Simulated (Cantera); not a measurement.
Charge: 1 mol Al, 5.8 mol NH3, 230 mol N2, at 4.95 Torr.

Cantera equilibrium calculation (NASA polynomials, part measured and part estimated; ideal gas, pure solids and liquids). Candidate condensed phases: Al, AlN; 13 gas species. Rates play no part.

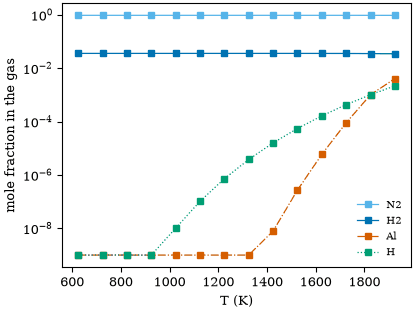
Equilibrium gas composition (values under 1e-9 drawn at 1e-9)

From 625 K to 1825 K the condensed part is AlN(s). At 1925 K nothing is condensed.
